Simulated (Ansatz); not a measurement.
# BH2O (doublet): B3LYP, wB97M-V over a scan of the distance O2–H4, cc-pVDZ, part 2 of 2

Ansatz 0.2.0, Gaussian basis; cc-pVDZ, all electrons in the functionals. The steps go on from the part before.

## 14. wB97M-V, 0.846 Å

Contents of in.yaml:

```yaml
crystal:
  periodic: [false, false, false]
  atoms:
    - {symbol: B, position_ang: [0.000000, -0.241438, 0.738854]}
    - {symbol: O, position_ang: [0.000000, 0.157722, -0.533034]}
    - {symbol: H, position_ang: [0.000000, 0.555963, 1.636501]}
    - {symbol: H, position_ang: [0.000000, -0.469914, -1.100299]}
basis:
  gaussian: {orbitals: cc-pVDZ}
magnetization: {spin_polarized: true, initial_magnetization: 1}
hamiltonian: {xc: {name: wB97M-V}}
output: {forces: true, orbitals: {seedname: orbitals}}
```

Run with:

```bash
$ ansatz run in.yaml --threads 1 --pin off --events-out ev --progress --plain --max-ram 2393MiB
```

Log (excerpt; [...] marks lines left out):

```text
Functional definition: wB97M-V
  name "wB97M-V"
  cite "Mardirossian & Head-Gordon, J. Chem. Phys. 144, 214110 (2016) doi:10.1063/1.4952647"
  cite "Becke, J. Chem. Phys. 107, 8554 (1997) doi:10.1063/1.475007"
  cite "Vydrov & Van Voorhis, J. Chem. Phys. 133, 244103 (2010) doi:10.1063/1.3521275"
  # Of w^i u^j: cxij and so on, Table III.
[...]
  gx(w, u) = 1 - cx + cx01*u + cx10*w
  gss(w, u) = css00 + css04*u^4 + css10*w + css20*w^2 + css43*w^4*u^3
  gos(w, u) = cos00 + cos10*w + (cos20 + cos21*u)*w^2 + (cos60 + cos61*u)*w^6
[...]
      + integral(e_c_pw_mod_opposite_spin*gos(b97_w_opposite, b97_u_opposite)) + vv10(b, c)
344 factors; integrals over basis functions are off by at most 1.2e-3 eV
111 factors; integrals over basis functions are off by at most 1.2e-5 eV
[...]
mean field -2753.12310604 eV, -101.1754080130 hartree, gradient 7.9e-5 eV, S^2 0.751371; 0 other end points of the search recorded, 0 dependent functions left out
[...]
reference -2753.12313465 eV, -101.1754090643 hartree; 8, 7 occupied and 30, 31 virtual orbitals, 344 factors
Total energy: -2753.12313465 eV, -101.1754090643 hartree
Atom 0 at     0.000000    -0.241438     0.738854 Å, force     0.000000    -0.168791     0.141831 eV/Å
Atom 1 at     0.000000     0.157722    -0.533034 Å, force     0.000000     7.080959     6.203088 eV/Å
Atom 2 at     0.000000     0.555963     1.636501 Å, force    -0.000000     0.136180     0.149475 eV/Å
Atom 3 at     0.000000    -0.469914    -1.100299 Å, force     0.000000    -7.048349    -6.494394 eV/Å
Dipole moment:    -0.000000    -0.122320    -0.263943 e Å
```

Wall time 3 s (1 thread of Arm Neoverse V1, shared host).

From the report: ⟨S²⟩ of the determinant 0.751 (pure doublet: 0.75).

## 15. wB97M-V, 0.961 Å

Contents of in.yaml:

```yaml
crystal:
  periodic: [false, false, false]
  atoms:
    - {symbol: B, position_ang: [0.000000, -0.238444, 0.741561]}
    - {symbol: O, position_ang: [0.000000, 0.160716, -0.530327]}
    - {symbol: H, position_ang: [0.000000, 0.558957, 1.639208]}
    - {symbol: H, position_ang: [0.000000, -0.552553, -1.174989]}
basis:
  gaussian: {orbitals: cc-pVDZ}
magnetization: {spin_polarized: true, initial_magnetization: 1}
hamiltonian: {xc: {name: wB97M-V}}
output: {forces: true, orbitals: {seedname: orbitals}}
```

The command is unchanged.

Log (excerpt; [...] marks lines left out):

```text
Functional definition: wB97M-V
  name "wB97M-V"
  cite "Mardirossian & Head-Gordon, J. Chem. Phys. 144, 214110 (2016) doi:10.1063/1.4952647"
  cite "Becke, J. Chem. Phys. 107, 8554 (1997) doi:10.1063/1.475007"
  cite "Vydrov & Van Voorhis, J. Chem. Phys. 133, 244103 (2010) doi:10.1063/1.3521275"
  # Of w^i u^j: cxij and so on, Table III.
[...]
  gx(w, u) = 1 - cx + cx01*u + cx10*w
  gss(w, u) = css00 + css04*u^4 + css10*w + css20*w^2 + css43*w^4*u^3
  gos(w, u) = cos00 + cos10*w + (cos20 + cos21*u)*w^2 + (cos60 + cos61*u)*w^6
[...]
      + integral(e_c_pw_mod_opposite_spin*gos(b97_w_opposite, b97_u_opposite)) + vv10(b, c)
346 factors; integrals over basis functions are off by at most 1.4e-3 eV
111 factors; integrals over basis functions are off by at most 1.2e-5 eV
[...]
mean field -2753.62096141 eV, -101.1937038603 hartree, gradient 2.3e-5 eV, S^2 0.751392; 0 other end points of the search recorded, 0 dependent functions left out
[...]
reference -2753.62099050 eV, -101.1937049296 hartree; 8, 7 occupied and 30, 31 virtual orbitals, 346 factors
Total energy: -2753.62099050 eV, -101.1937049296 hartree
Atom 0 at     0.000000    -0.238444     0.741561 Å, force    -0.000000    -0.345469     0.096069 eV/Å
Atom 1 at     0.000000     0.160716    -0.530327 Å, force     0.000000     0.384215    -0.112169 eV/Å
Atom 2 at     0.000000     0.558957     1.639208 Å, force     0.000000     0.182283     0.133499 eV/Å
Atom 3 at     0.000000    -0.552553    -1.174989 Å, force    -0.000000    -0.221029    -0.117399 eV/Å
Dipole moment:    -0.000000    -0.144706    -0.298218 e Å
```

Run time: 3.2 s. Hardware: 1 thread of Arm Neoverse V1, shared host.

From the report: ⟨S²⟩ of the determinant 0.751 (pure doublet: 0.75).

## 16. wB97M-V, 1.038 Å

Contents of in.yaml:

```yaml
crystal:
  periodic: [false, false, false]
  atoms:
    - {symbol: B, position_ang: [0.000000, -0.236458, 0.743356]}
    - {symbol: O, position_ang: [0.000000, 0.162702, -0.528532]}
    - {symbol: H, position_ang: [0.000000, 0.560943, 1.641003]}
    - {symbol: H, position_ang: [0.000000, -0.607375, -1.224538]}
basis:
  gaussian: {orbitals: cc-pVDZ}
magnetization: {spin_polarized: true, initial_magnetization: 1}
hamiltonian: {xc: {name: wB97M-V}}
output: {forces: true, orbitals: {seedname: orbitals}}
```

Launched as before.

Log (excerpt; [...] marks lines left out):

```text
Functional definition: wB97M-V
  name "wB97M-V"
  cite "Mardirossian & Head-Gordon, J. Chem. Phys. 144, 214110 (2016) doi:10.1063/1.4952647"
  cite "Becke, J. Chem. Phys. 107, 8554 (1997) doi:10.1063/1.475007"
  cite "Vydrov & Van Voorhis, J. Chem. Phys. 133, 244103 (2010) doi:10.1063/1.3521275"
  # Of w^i u^j: cxij and so on, Table III.
[...]
  gx(w, u) = 1 - cx + cx01*u + cx10*w
  gss(w, u) = css00 + css04*u^4 + css10*w + css20*w^2 + css43*w^4*u^3
  gos(w, u) = cos00 + cos10*w + (cos20 + cos21*u)*w^2 + (cos60 + cos61*u)*w^6
[...]
      + integral(e_c_pw_mod_opposite_spin*gos(b97_w_opposite, b97_u_opposite)) + vv10(b, c)
346 factors; integrals over basis functions are off by at most 1.6e-3 eV
111 factors; integrals over basis functions are off by at most 1.2e-5 eV
[...]
mean field -2753.50827413 eV, -101.1895626794 hartree, gradient 2.2e-5 eV, S^2 0.751405; 0 other end points of the search recorded, 0 dependent functions left out
[...]
reference -2753.50830353 eV, -101.1895637598 hartree; 8, 7 occupied and 30, 31 virtual orbitals, 346 factors
Total energy: -2753.50830353 eV, -101.1895637598 hartree
Atom 0 at     0.000000    -0.236458     0.743356 Å, force     0.000000    -0.447721     0.049722 eV/Å
Atom 1 at     0.000000     0.162702    -0.528532 Å, force     0.000000    -1.820182    -2.213246 eV/Å
Atom 2 at     0.000000     0.560943     1.641003 Å, force     0.000000     0.209886     0.119345 eV/Å
Atom 3 at     0.000000    -0.607375    -1.224538 Å, force    -0.000000     2.058017     2.044179 eV/Å
Dipole moment:     0.000000    -0.160096    -0.316914 e Å
```

Run time: 3.2 s. Hardware: 1 thread of Arm Neoverse V1, shared host.

From the report: ⟨S²⟩ of the determinant 0.751 (pure doublet: 0.75).

From 0.961 Å: +2.6 kcal/mol.

## 17. wB97M-V, 1.179 Å

Contents of in.yaml:

```yaml
crystal:
  periodic: [false, false, false]
  atoms:
    - {symbol: B, position_ang: [0.000000, -0.232800, 0.746662]}
    - {symbol: O, position_ang: [0.000000, 0.166360, -0.525226]}
    - {symbol: H, position_ang: [0.000000, 0.564601, 1.644309]}
    - {symbol: H, position_ang: [0.000000, -0.708323, -1.315777]}
basis:
  gaussian: {orbitals: cc-pVDZ}
magnetization: {spin_polarized: true, initial_magnetization: 1}
hamiltonian: {xc: {name: wB97M-V}}
output: {orbitals: {seedname: orbitals}}
```

The command is unchanged.

Log (excerpt; [...] marks lines left out):

```text
Functional definition: wB97M-V
  name "wB97M-V"
  cite "Mardirossian & Head-Gordon, J. Chem. Phys. 144, 214110 (2016) doi:10.1063/1.4952647"
  cite "Becke, J. Chem. Phys. 107, 8554 (1997) doi:10.1063/1.475007"
  cite "Vydrov & Van Voorhis, J. Chem. Phys. 133, 244103 (2010) doi:10.1063/1.3521275"
  # Of w^i u^j: cxij and so on, Table III.
[...]
  gx(w, u) = 1 - cx + cx01*u + cx10*w
  gss(w, u) = css00 + css04*u^4 + css10*w + css20*w^2 + css43*w^4*u^3
  gos(w, u) = cos00 + cos10*w + (cos20 + cos21*u)*w^2 + (cos60 + cos61*u)*w^6
[...]
      + integral(e_c_pw_mod_opposite_spin*gos(b97_w_opposite, b97_u_opposite)) + vv10(b, c)
347 factors; integrals over basis functions are off by at most 1.2e-3 eV
111 factors; integrals over basis functions are off by at most 1.2e-5 eV
[...]
mean field -2752.88580899 eV, -101.1666875074 hartree, gradient 7.7e-5 eV, S^2 0.751528; 0 other end points of the search recorded, 0 dependent functions left out
reference -2752.88583878 eV, -101.1666886021 hartree; 8, 7 occupied and 30, 31 virtual orbitals, 347 factors
Total energy: -2752.88583878 eV, -101.1666886021 hartree
```

It took 2.8 s on 1 thread of Arm Neoverse V1, shared host.

From the report: ⟨S²⟩ of the determinant 0.752 (pure doublet: 0.75).

From 0.961 Å: +17.0 kcal/mol.

## 18. wB97M-V, 1.332 Å

Contents of in.yaml:

```yaml
crystal:
  periodic: [false, false, false]
  atoms:
    - {symbol: B, position_ang: [0.000000, -0.228831, 0.750249]}
    - {symbol: O, position_ang: [0.000000, 0.170329, -0.521639]}
    - {symbol: H, position_ang: [0.000000, 0.568570, 1.647896]}
    - {symbol: H, position_ang: [0.000000, -0.817863, -1.414780]}
basis:
  gaussian: {orbitals: cc-pVDZ}
magnetization: {spin_polarized: true, initial_magnetization: 1}
hamiltonian: {xc: {name: wB97M-V}}
output: {orbitals: {seedname: orbitals}}
```

The command is unchanged.

Log (excerpt; [...] marks lines left out):

```text
Functional definition: wB97M-V
  name "wB97M-V"
  cite "Mardirossian & Head-Gordon, J. Chem. Phys. 144, 214110 (2016) doi:10.1063/1.4952647"
  cite "Becke, J. Chem. Phys. 107, 8554 (1997) doi:10.1063/1.475007"
  cite "Vydrov & Van Voorhis, J. Chem. Phys. 133, 244103 (2010) doi:10.1063/1.3521275"
  # Of w^i u^j: cxij and so on, Table III.
[...]
  gx(w, u) = 1 - cx + cx01*u + cx10*w
  gss(w, u) = css00 + css04*u^4 + css10*w + css20*w^2 + css43*w^4*u^3
  gos(w, u) = cos00 + cos10*w + (cos20 + cos21*u)*w^2 + (cos60 + cos61*u)*w^6
[...]
      + integral(e_c_pw_mod_opposite_spin*gos(b97_w_opposite, b97_u_opposite)) + vv10(b, c)
348 factors; integrals over basis functions are off by at most 1.4e-3 eV
111 factors; integrals over basis functions are off by at most 1.4e-5 eV
[...]
mean field -2752.02764801 eV, -101.1351506731 hartree, gradient 5.9e-5 eV, S^2 0.755363; 0 other end points of the search recorded, 0 dependent functions left out
reference -2752.02767834 eV, -101.1351517877 hartree; 8, 7 occupied and 30, 31 virtual orbitals, 348 factors
Total energy: -2752.02767834 eV, -101.1351517877 hartree
```

Wall time 3.1 s (1 thread of Arm Neoverse V1, shared host).

From the report: ⟨S²⟩ of the determinant 0.755 (pure doublet: 0.75).

From 0.961 Å: +36.7 kcal/mol.

## 19. wB97M-V, 1.536 Å

Contents of in.yaml:

```yaml
crystal:
  periodic: [false, false, false]
  atoms:
    - {symbol: B, position_ang: [0.000000, -0.223539, 0.755032]}
    - {symbol: O, position_ang: [0.000000, 0.175621, -0.516856]}
    - {symbol: H, position_ang: [0.000000, 0.573862, 1.652679]}
    - {symbol: H, position_ang: [0.000000, -0.963916, -1.546784]}
basis:
  gaussian: {orbitals: cc-pVDZ}
magnetization: {spin_polarized: true, initial_magnetization: 1}
hamiltonian: {xc: {name: wB97M-V}}
output: {orbitals: {seedname: orbitals}}
```

Same command.

Log (excerpt; [...] marks lines left out):

```text
Functional definition: wB97M-V
  name "wB97M-V"
  cite "Mardirossian & Head-Gordon, J. Chem. Phys. 144, 214110 (2016) doi:10.1063/1.4952647"
  cite "Becke, J. Chem. Phys. 107, 8554 (1997) doi:10.1063/1.475007"
  cite "Vydrov & Van Voorhis, J. Chem. Phys. 133, 244103 (2010) doi:10.1063/1.3521275"
  # Of w^i u^j: cxij and so on, Table III.
[...]
  gx(w, u) = 1 - cx + cx01*u + cx10*w
  gss(w, u) = css00 + css04*u^4 + css10*w + css20*w^2 + css43*w^4*u^3
  gos(w, u) = cos00 + cos10*w + (cos20 + cos21*u)*w^2 + (cos60 + cos61*u)*w^6
[...]
      + integral(e_c_pw_mod_opposite_spin*gos(b97_w_opposite, b97_u_opposite)) + vv10(b, c)
345 factors; integrals over basis functions are off by at most 1.1e-3 eV
111 factors; integrals over basis functions are off by at most 1.7e-5 eV
[...]
mean field -2751.24375646 eV, -101.1063431899 hartree, gradient 2.2e-5 eV, S^2 0.803544; 0 other end points of the search recorded, 0 dependent functions left out
reference -2751.24378734 eV, -101.1063443248 hartree; 8, 7 occupied and 30, 31 virtual orbitals, 345 factors
Total energy: -2751.24378734 eV, -101.1063443248 hartree
```

Run time: 3.3 s. Hardware: 1 thread of Arm Neoverse V1, shared host.

From the report: ⟨S²⟩ of the determinant 0.804 (pure doublet: 0.75).

From 0.961 Å: +54.8 kcal/mol.

## 20. wB97M-V, 1.805 Å

Contents of in.yaml:

```yaml
crystal:
  periodic: [false, false, false]
  atoms:
    - {symbol: B, position_ang: [0.000000, -0.216561, 0.761339]}
    - {symbol: O, position_ang: [0.000000, 0.182599, -0.510549]}
    - {symbol: H, position_ang: [0.000000, 0.580840, 1.658986]}
    - {symbol: H, position_ang: [0.000000, -1.156505, -1.720849]}
basis:
  gaussian: {orbitals: cc-pVDZ}
magnetization: {spin_polarized: true, initial_magnetization: 1}
hamiltonian: {xc: {name: wB97M-V}}
output: {orbitals: {seedname: orbitals}}
```

Launched as before.

Log (excerpt; [...] marks lines left out):

```text
Functional definition: wB97M-V
  name "wB97M-V"
  cite "Mardirossian & Head-Gordon, J. Chem. Phys. 144, 214110 (2016) doi:10.1063/1.4952647"
  cite "Becke, J. Chem. Phys. 107, 8554 (1997) doi:10.1063/1.475007"
  cite "Vydrov & Van Voorhis, J. Chem. Phys. 133, 244103 (2010) doi:10.1063/1.3521275"
  # Of w^i u^j: cxij and so on, Table III.
[...]
  gx(w, u) = 1 - cx + cx01*u + cx10*w
  gss(w, u) = css00 + css04*u^4 + css10*w + css20*w^2 + css43*w^4*u^3
  gos(w, u) = cos00 + cos10*w + (cos20 + cos21*u)*w^2 + (cos60 + cos61*u)*w^6
[...]
      + integral(e_c_pw_mod_opposite_spin*gos(b97_w_opposite, b97_u_opposite)) + vv10(b, c)
345 factors; integrals over basis functions are off by at most 1.1e-3 eV
111 factors; integrals over basis functions are off by at most 2.3e-5 eV
[...]
mean field -2751.14043509 eV, -101.1025461997 hartree, gradient 3.9e-5 eV, S^2 0.765655; 2 other end points of the search recorded, 0 dependent functions left out
reference -2751.14046674 eV, -101.1025473629 hartree; 8, 7 occupied and 30, 31 virtual orbitals, 345 factors
Total energy: -2751.14046674 eV, -101.1025473629 hartree
```

Wall time 3.7 s (1 thread of Arm Neoverse V1, shared host).

From the report: ⟨S²⟩ of the determinant 0.766 (pure doublet: 0.75).

From 0.961 Å: +57.2 kcal/mol.

## 21. wB97M-V, 2.097 Å

Contents of in.yaml:

```yaml
crystal:
  periodic: [false, false, false]
  atoms:
    - {symbol: B, position_ang: [0.000000, -0.208986, 0.768185]}
    - {symbol: O, position_ang: [0.000000, 0.190174, -0.503703]}
    - {symbol: H, position_ang: [0.000000, 0.588415, 1.665832]}
    - {symbol: H, position_ang: [0.000000, -1.365561, -1.909797]}
basis:
  gaussian: {orbitals: cc-pVDZ}
magnetization: {spin_polarized: true, initial_magnetization: 1}
hamiltonian: {xc: {name: wB97M-V}}
output: {orbitals: {seedname: orbitals}}
```

The command is unchanged.

Log (excerpt; [...] marks lines left out):

```text
Functional definition: wB97M-V
  name "wB97M-V"
  cite "Mardirossian & Head-Gordon, J. Chem. Phys. 144, 214110 (2016) doi:10.1063/1.4952647"
  cite "Becke, J. Chem. Phys. 107, 8554 (1997) doi:10.1063/1.475007"
  cite "Vydrov & Van Voorhis, J. Chem. Phys. 133, 244103 (2010) doi:10.1063/1.3521275"
  # Of w^i u^j: cxij and so on, Table III.
[...]
  gx(w, u) = 1 - cx + cx01*u + cx10*w
  gss(w, u) = css00 + css04*u^4 + css10*w + css20*w^2 + css43*w^4*u^3
  gos(w, u) = cos00 + cos10*w + (cos20 + cos21*u)*w^2 + (cos60 + cos61*u)*w^6
[...]
      + integral(e_c_pw_mod_opposite_spin*gos(b97_w_opposite, b97_u_opposite)) + vv10(b, c)
345 factors; integrals over basis functions are off by at most 1.1e-3 eV
111 factors; integrals over basis functions are off by at most 2.2e-5 eV
[...]
mean field -2751.26229150 eV, -101.1070243402 hartree, gradient 7.5e-5 eV, S^2 0.751200; 0 other end points of the search recorded, 0 dependent functions left out
reference -2751.26232389 eV, -101.1070255302 hartree; 8, 7 occupied and 30, 31 virtual orbitals, 345 factors
Total energy: -2751.26232389 eV, -101.1070255302 hartree
```

Wall time 3.7 s (1 thread of Arm Neoverse V1, shared host).

From the report: ⟨S²⟩ of the determinant 0.751 (pure doublet: 0.75).

From 0.961 Å: +54.4 kcal/mol.

## 22. wB97M-V, 2.617 Å

Contents of in.yaml:

```yaml
crystal:
  periodic: [false, false, false]
  atoms:
    - {symbol: B, position_ang: [0.000000, -0.195497, 0.780377]}
    - {symbol: O, position_ang: [0.000000, 0.203663, -0.491511]}
    - {symbol: H, position_ang: [0.000000, 0.601904, 1.678024]}
    - {symbol: H, position_ang: [0.000000, -1.737852, -2.246278]}
basis:
  gaussian: {orbitals: cc-pVDZ}
magnetization: {spin_polarized: true, initial_magnetization: 1}
hamiltonian: {xc: {name: wB97M-V}}
output: {orbitals: {seedname: orbitals}}
```

Same command.

Log (excerpt; [...] marks lines left out):

```text
Functional definition: wB97M-V
  name "wB97M-V"
  cite "Mardirossian & Head-Gordon, J. Chem. Phys. 144, 214110 (2016) doi:10.1063/1.4952647"
  cite "Becke, J. Chem. Phys. 107, 8554 (1997) doi:10.1063/1.475007"
  cite "Vydrov & Van Voorhis, J. Chem. Phys. 133, 244103 (2010) doi:10.1063/1.3521275"
  # Of w^i u^j: cxij and so on, Table III.
[...]
  gx(w, u) = 1 - cx + cx01*u + cx10*w
  gss(w, u) = css00 + css04*u^4 + css10*w + css20*w^2 + css43*w^4*u^3
  gos(w, u) = cos00 + cos10*w + (cos20 + cos21*u)*w^2 + (cos60 + cos61*u)*w^6
[...]
      + integral(e_c_pw_mod_opposite_spin*gos(b97_w_opposite, b97_u_opposite)) + vv10(b, c)
346 factors; integrals over basis functions are off by at most 1.1e-3 eV
111 factors; integrals over basis functions are off by at most 4.6e-5 eV
[...]
mean field -2751.36740724 eV, -101.1108872723 hartree, gradient 2.3e-5 eV, S^2 0.750086; 0 other end points of the search recorded, 0 dependent functions left out
reference -2751.36744093 eV, -101.1108885102 hartree; 8, 7 occupied and 30, 31 virtual orbitals, 346 factors
Total energy: -2751.36744093 eV, -101.1108885102 hartree
```

Run time: 3.7 s. Hardware: 1 thread of Arm Neoverse V1, shared host.

From the report: ⟨S²⟩ of the determinant 0.750 (pure doublet: 0.75).

From 0.961 Å: +52.0 kcal/mol.

## 23. wB97M-V, 3.234 Å

Contents of in.yaml:

```yaml
crystal:
  periodic: [false, false, false]
  atoms:
    - {symbol: B, position_ang: [0.000000, -0.179492, 0.794843]}
    - {symbol: O, position_ang: [0.000000, 0.219668, -0.477045]}
    - {symbol: H, position_ang: [0.000000, 0.617909, 1.692490]}
    - {symbol: H, position_ang: [0.000000, -2.179590, -2.645527]}
basis:
  gaussian: {orbitals: cc-pVDZ}
magnetization: {spin_polarized: true, initial_magnetization: 1}
hamiltonian: {xc: {name: wB97M-V}}
output: {forces: true, orbitals: {seedname: orbitals}}
```

Same command.

Log (excerpt; [...] marks lines left out):

```text
Functional definition: wB97M-V
  name "wB97M-V"
  cite "Mardirossian & Head-Gordon, J. Chem. Phys. 144, 214110 (2016) doi:10.1063/1.4952647"
  cite "Becke, J. Chem. Phys. 107, 8554 (1997) doi:10.1063/1.475007"
  cite "Vydrov & Van Voorhis, J. Chem. Phys. 133, 244103 (2010) doi:10.1063/1.3521275"
  # Of w^i u^j: cxij and so on, Table III.
[...]
  gx(w, u) = 1 - cx + cx01*u + cx10*w
  gss(w, u) = css00 + css04*u^4 + css10*w + css20*w^2 + css43*w^4*u^3
  gos(w, u) = cos00 + cos10*w + (cos20 + cos21*u)*w^2 + (cos60 + cos61*u)*w^6
[...]
      + integral(e_c_pw_mod_opposite_spin*gos(b97_w_opposite, b97_u_opposite)) + vv10(b, c)
345 factors; integrals over basis functions are off by at most 1.1e-3 eV
111 factors; integrals over basis functions are off by at most 8.5e-5 eV
[...]
mean field -2751.40230438 eV, -101.1121697184 hartree, gradient 2.6e-5 eV, S^2 0.750005; 0 other end points of the search recorded, 0 dependent functions left out
[...]
reference -2751.40233964 eV, -101.1121710144 hartree; 8, 7 occupied and 30, 31 virtual orbitals, 345 factors
Total energy: -2751.40233964 eV, -101.1121710144 hartree
Atom 0 at     0.000000    -0.179492     0.794843 Å, force    -0.000000     4.976852    -7.746354 eV/Å
Atom 1 at     0.000000     0.219668    -0.477045 Å, force     0.000000    -3.673121     6.713838 eV/Å
Atom 2 at     0.000000     0.617909     1.692490 Å, force    -0.000000    -1.291774     1.050449 eV/Å
Atom 3 at     0.000000    -2.179590    -2.645527 Å, force    -0.000000    -0.011958    -0.017933 eV/Å
Dipole moment:     0.000000    -0.137843     0.526011 e Å
```

It took 4.1 s on 1 thread of Arm Neoverse V1, shared host.

From the report: ⟨S²⟩ of the determinant 0.750 (pure doublet: 0.75).

From 0.961 Å: +51.2 kcal/mol.

## 24. Against the wave-function levels

The yardstick is UCCSDT(Q), where the cluster series has nearly closed. It comes from earlier runs at the same points. Energies in kcal/mol, counted from 0.961 Å; blanks weren't run or aren't comparable.

| level | 0.771 Å | 0.846 Å | 0.961 Å | 1.038 Å | 1.179 Å | 1.332 Å | 1.536 Å | 1.805 Å | 2.097 Å | 2.617 Å | 3.234 Å |
| --- | --- | --- | --- | --- | --- | --- | --- | --- | --- | --- | --- |
| UCCSDT(Q) | 37.8 | 11.8 | 0.0 | 2.5 | 16.7 | 35.9 |  |  |  |  |  |
| B3LYP | 37.2 | 11.7 | 0.0 | 2.4 | 16.1 | 34.4 | 50.1 | 54.4 | 53.0 | 51.6 | 51.5 |
| wB97M-V | 37.0 | 11.5 | 0.0 | 2.6 | 17.0 | 36.7 | 54.8 | 57.2 | 54.4 | 52.0 | 51.2 |

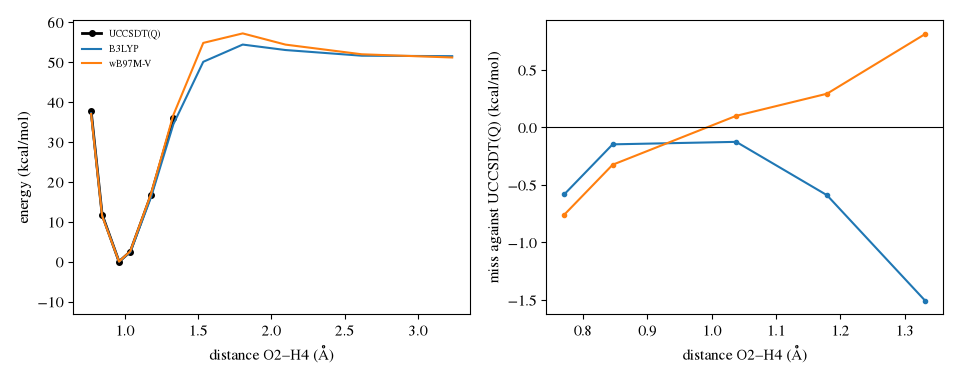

Left: the curves (the axis may cut off levels that run far away). Right: misses against UCCSDT(Q), in the same colours.

Largest miss and mean time a point (UCCSDT(Q) took 23 s a point; shared hosts):

| level | largest miss (kcal/mol) | where | time a point |
| --- | --- | --- | --- |
| B3LYP | -1.5 | 1.332 Å | 0.79 s |
| wB97M-V | +0.8 | 1.332 Å | 3.4 s |

## 25. What came out

The summary covers parts 1 to 2.

| quantity | value |
| --- | --- |
| span of the UCCSDT(Q) curve (points where it is known) | 37.8 kcal/mol |
| largest miss, B3LYP | -1.5 kcal/mol (1.332 Å) |
| largest miss, wB97M-V | +0.8 kcal/mol (1.332 Å) |

What this shows: Misses are known at 5 of 10 points at best, and only functionals with that many are ranked. Of the functionals, wB97M-V keep the smallest largest miss at the points compared (at most 0.8 kcal/mol) and B3LYP strays most (1.5 kcal/mol, at 1.332 Å). Functionals and the yardstick converge differently with the basis, so part of each miss in cc-pVDZ is the basis.
